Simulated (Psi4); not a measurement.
# H2S2: DLPNO-MP2/aug-cc-pCVDZ (density fitting, density fitting for correlation, pno convergence loose)

Aim: the energy change on altering one bond length of H2S2 at DLPNO-MP2/aug-cc-pCVDZ (density fitting, density fitting for correlation, pno convergence loose), from 2 runs. 

Program for the calculation: Psi4 1.11.

2 further runs of the same task are left out: 2 set aside as unsound or not needed.

**1. Starting point**

H2S2 has 4 atoms, charge 0, and is taken as a singlet. Geometry: relaxed at GFN2-xTB.

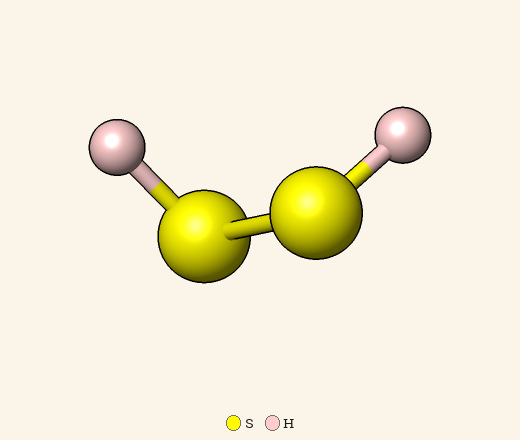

Viewed from a chosen angle; sulfur yellow, hydrogen pink.

**2. The energy at DLPNO-MP2/aug-cc-pCVDZ (density fitting, density fitting for correlation, pno convergence loose)**

The input, input.inp:

```
memory 1600 mb

molecule mol {
  0 1
  S
  S 1 2.045302
  H 1 1.339774 2 98.09434
  H 2 1.339902 1 98.16985 3 -95.97179
  symmetry c1
}

set basis aug-cc-pCVDZ
set freeze_core true
set pno_convergence loose
set scf_type df

e_tot = energy("dlpno-mp2")
```

Started as:

```console
$ psi4 input.inp input.out -n 1
```

input.out (excerpt; [...] marks lines left out):

```text
[...]
  Running in c1 symmetry.
[...]
  Nuclear repulsion =   85.558354230155686
[...]
  Multiplicity = 1
[...]
  Nalpha       = 17
  Nbeta        = 17
[...]
    Number of basis functions: 90
[...]
   @DF-RHF iter   1:  -796.19526393570004   -2.22008e-01   3.31957e-03 ADIIS/DIIS
[...]
    Orbital Energies [Eh]
    ---------------------
    Doubly Occupied:
       1A    -91.994356     2A    -91.994325     3A     -8.995010
       4A     -8.994839     5A     -6.676675     6A     -6.676344
       7A     -6.675253     8A     -6.675158     9A     -6.673323
      10A     -6.673291    11A     -1.066945    12A     -0.888830
      13A     -0.599524    14A     -0.557124    15A     -0.482812
      16A     -0.388389    17A     -0.379885
[...]
  @DF-RHF Final Energy:  -796.23141109871392
   => Energetics <=
    Nuclear Repulsion Energy =             85.5583542301556861
    One-Electron Energy =               -1270.7953685813661195
    Two-Electron Energy =                 389.0056032524965985
    Total Energy =                       -796.2314110987139202
[...]
 Multipole Moments:
 ------------------------------------------------------------------------------------
     Multipole            Electronic (a.u.)      Nuclear  (a.u.)        Total (a.u.)
 ------------------------------------------------------------------------------------
 L = 1.  Multiply by 2.5417464519 to convert [e a0] to [Debye]
 Dipole X            :         -0.8337486            1.1977682            0.3640196
 Dipole Y            :         -0.7512559            1.0791211            0.3278652
 Dipole Z            :         -0.0017369            0.0016037           -0.0001332
 Magnitude           :                                                    0.4899040
[...]
  @LMP2 iter   5:  -0.290369286251 -1.188e-08  2.892e-07
[...]
```

It took 6.3 s on 1 thread of AMD EPYC 7R43 (Zen 3), shared host; peak memory 0.26 GiB.

**3. The distorted shape at the same level**

The input, input.inp:

```
memory 1.6 GB

molecule {
  S     -0.429328    -1.003539    -1.547770
  S     -0.422510     0.717510     0.740680
  H      0.704932    -0.569569    -2.113560
  H      0.143010    -0.127830     1.612990
  units angstrom
  symmetry c1
}

set globals {
  basis aug-cc-pCVDZ
  freeze_core true
  pno_convergence loose
  scf_type df
}

energy("dlpno-mp2")
print_variables()
```

Started as:

```console
$ psi4 input.inp input.out -n 1
```

input.out (excerpt; [...] marks lines left out):

```text
[...]
  Running in c1 symmetry.
[...]
  Nuclear repulsion =   65.176041699450451
[...]
  Multiplicity = 1
[...]
  Nalpha       = 17
  Nbeta        = 17
[...]
    Number of basis functions: 90
[...]
   @DF-RHF iter   1:  -796.11734523910400   -7.43670e-01   3.19188e-03 DIIS/ADIIS
[...]
    Orbital Energies [Eh]
    ---------------------
    Doubly Occupied:
       1A    -92.019177     2A    -92.019161     3A     -9.014640
       4A     -9.014602     5A     -6.695241     6A     -6.695221
       7A     -6.694659     8A     -6.694639     9A     -6.692395
      10A     -6.692377    11A     -0.973130    12A     -0.934619
      13A     -0.558889    14A     -0.546358    15A     -0.401596
      16A     -0.397021    17A     -0.390162
[...]
  @DF-RHF Final Energy:  -796.15064596301966
   => Energetics <=
    Nuclear Repulsion Energy =             65.1760416994504510
    One-Electron Energy =               -1229.7856017185863493
    Two-Electron Energy =                 368.4589140561161571
    Total Energy =                       -796.1506459630197696
[...]
 Multipole Moments:
 ------------------------------------------------------------------------------------
     Multipole            Electronic (a.u.)      Nuclear  (a.u.)        Total (a.u.)
 ------------------------------------------------------------------------------------
 L = 1.  Multiply by 2.5417464519 to convert [e a0] to [Debye]
 Dipole X            :         -1.1050799            1.5434260            0.4383461
 Dipole Y            :          0.2672603           -0.3735302           -0.1062699
 Dipole Z            :         -0.1996395            0.2783248            0.0786853
 Magnitude           :                                                    0.4578559
[...]
  @LMP2 iter   5:  -0.306054345521 -1.229e-07  7.933e-07
[...]
```

It took 5.1 s on 1 thread of AMD EPYC 7R43 (Zen 3), shared host; peak memory 0.27 GiB.

**4. Outcome**

At DLPNO-MP2/aug-cc-pCVDZ (density fitting, density fitting for correlation, pno convergence loose), 10 core orbitals frozen:

| quantity | value |
| --- | --- |
| first shape: total energy | -796.52195 Eh |
| first shape: HOMO energy (Hartree–Fock orbitals) | -10.34 eV |
| first shape: LUMO energy (Hartree–Fock orbitals) | 1.00 eV |
| first shape: HOMO–LUMO gap (Hartree–Fock orbitals) | 11.34 eV |
| first shape: correlation energy (10 core orbitals frozen) | -290.5 mEh |
| distorted shape: total energy | -796.45685 Eh |
| distorted shape: HOMO energy (Hartree–Fock orbitals) | -10.62 eV |
| distorted shape: LUMO energy (Hartree–Fock orbitals) | -1.54 eV |
| distorted shape: HOMO–LUMO gap (Hartree–Fock orbitals) | 9.07 eV |
| distorted shape: correlation energy (10 core orbitals frozen) | -306.2 mEh |
| energy change with the S1–S2 bond stretched from 2.045 to 2.863 Å | 1.771 eV |

In words: With the S1–S2 bond stretched from 2.045 to 2.863 Å the energy rises by 1.77 eV (171 kJ/mol). The first shape isn't relaxed at this level, so the change isn't measured from a minimum.
